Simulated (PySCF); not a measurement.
C$_{5}$H$_{5}$, charge −1, SMILES `[cH-]1cccc1`.

Method: def2-SVPD basis; geometry: GFN2-xTB; program: PySCF. No frequency check shows the geometry to be a minimum.

Input script:

```python
import numpy as np
from pyscf import gto, scf, dft, mcscf, mrpt
from pyscf.mcscf import avas

def solve(mol, dm0=None, hcore=None):
    mf = scf.ROHF(mol) if mol.spin else scf.RHF(mol)
    mf = mf.density_fit(auxbasis='def2-universal-jkfit')
    mf.conv_tol, mf.max_cycle = 1e-8, 80
    if hcore is not None:
        mf.get_hcore = lambda *args: hcore
    mf.kernel(dm0)
    if not mf.converged:
        mf = mf.newton().run(mf.mo_coeff, mf.mo_occ, max_cycle=30)
    assert mf.converged, 'SCF not converged'
    return mf

mol = gto.M(atom='''
C     -1.05617     0.53840     0.00000
C      0.18569     1.17085     0.00000
C      1.17092     0.18521     0.00000
C      0.53799    -1.05637     0.00000
C     -0.83843    -0.83809     0.00000
H     -2.02478     1.03220     0.00000
H      0.35597     2.24465     0.00000
H      2.24478     0.35508     0.00000
H      1.03136    -2.02520     0.00000
H     -1.60737    -1.60671     0.00000
''', basis='def2-svpd', charge=-1, spin=0, verbose=4)
mf = solve(mol)
ncas, nel, orbs = avas.avas(mf, ['C 2pz'], threshold=0.5, openshell_option=3)
print('active space', nel, ncas)
assert 2 <= ncas <= 10, 'active space too large or empty'
mc = mcscf.CASSCF(mf, ncas, nel)
mc.natorb, mc.max_cycle_macro = True, 60
mc.fix_spin_(ss=mol.spin / 2 * (mol.spin / 2 + 1))
mc.kernel(orbs)
occ = mc.mo_occ[mc.ncore:mc.ncore + ncas]
print('natural occupations', occ.round(4))
e2 = mrpt.NEVPT(mc).kernel()
out = dict(c=mc.mo_coeff[:, mc.ncore:mc.ncore + ncas], occ=occ, e=mc.e_tot, e2=e2, ehf=mf.e_tot, ok=mc.converged, nel=nel, w0=abs(mc.ci).max() ** 2, dm=mc.make_rdm1())
# the other spin state at the same geometry
other = mol.copy().set(spin=2).build()
mo = scf.ROHF(other).density_fit(auxbasis='def2-universal-jkfit').run()
na = (nel + other.spin) // 2
m2 = mcscf.CASSCF(mo, ncas, (na, nel - na))
m2.natorb = True
m2.fix_spin_(ss=other.spin / 2 * (other.spin / 2 + 1))
m2.kernel(mc.mo_coeff)
e2o = mrpt.NEVPT(m2).kernel()
print('other state above this one / eV: CASSCF', (m2.e_tot - mc.e_tot) * 27.211386, 'NEVPT2', (m2.e_tot + e2o - mc.e_tot - e2) * 27.211386)
np.savez('result.npz', eo=m2.e_tot, e2o=e2o, oko=m2.converged, occo=m2.mo_occ[mc.ncore:mc.ncore + ncas], co=m2.mo_coeff[:, mc.ncore:mc.ncore + ncas], **out)
```

Run with:

```sh
OMP_NUM_THREADS=1 python input.py
```

The run took 3.9 min on 1 thread of Arm Neoverse V1 (shared host), peak memory 0.34 GiB.

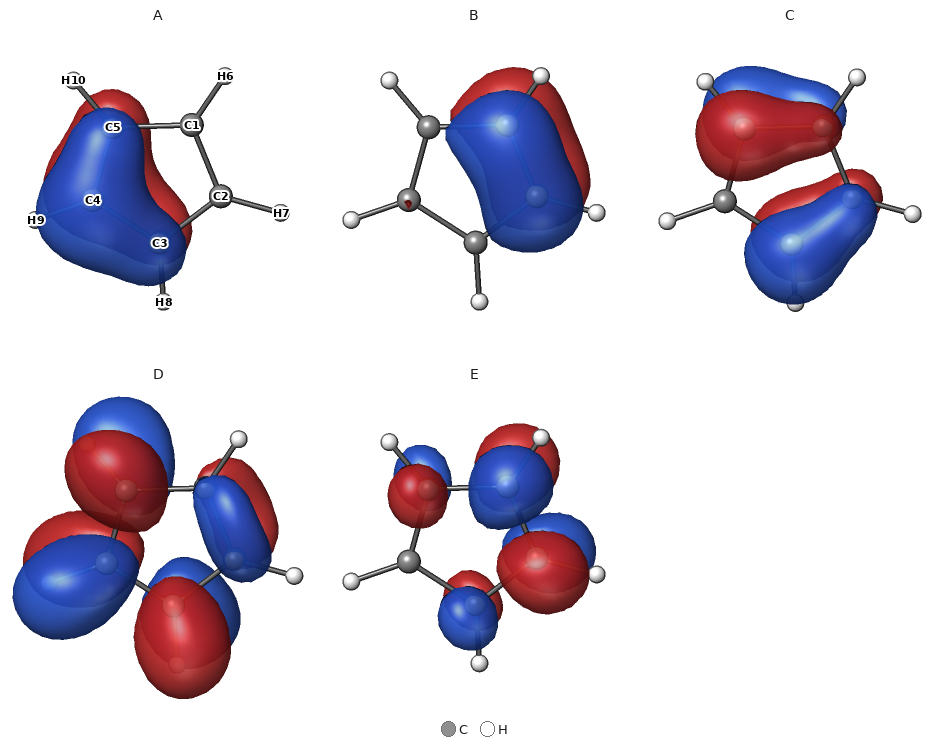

Natural orbitals of the π active space, CASSCF(6,5), triplet state at the geometry of the singlet, in order of falling occupation.

**What are the natural occupation numbers?**

A 1.99, B 1.90, C 1.04, D 0.97, E 0.10.

**Where does the lowest triplet lie relative to the singlet, at this geometry and within this active space?**

5.71 eV above it by strongly contracted NEVPT2 (+5.44 eV by CASSCF); a small basis tends to put such gaps a few tenths of an eV too high. This is a vertical energy for π states alone; a state that uses lone pairs or σ orbitals may lie lower.
